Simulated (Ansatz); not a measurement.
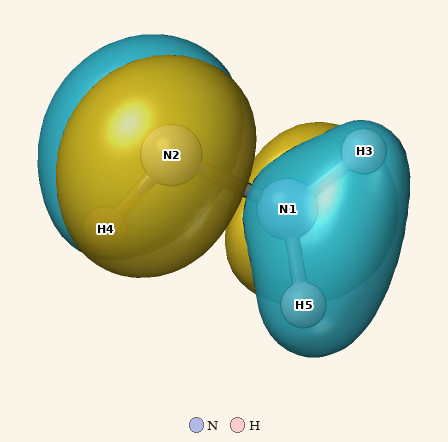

Figure. H3N2 (SMILES [NH]N) (doublet). The LUMO (β) at ±0.1 Å⁻³ᐟ² (yellow and cyan are the two phases), seen across its widest extent.

Geometry: r2SCAN-D4/def2-TZVP.

Computed with Ansatz, isolated molecule in a Gaussian basis; Kohn-Sham density functional theory, functional PBE0.

```tsv
atom	x (Å)	y (Å)	z (Å)
N	0.4307	-0.3576	-0.9592
N	0.3198	0.9118	-0.5147
H	1.3601	-0.5883	-1.2776
H	-0.5781	0.9529	-0.0247
H	-0.0413	-1.1132	-0.4746
```

### Where does this orbital lie, and at what energy?

It lies mainly on N2 (about 60 %), N1 (about 25 %) and H4 (about 5 %); π-antibonding (π*) across N2–N1. Its energy is −0.88 eV.
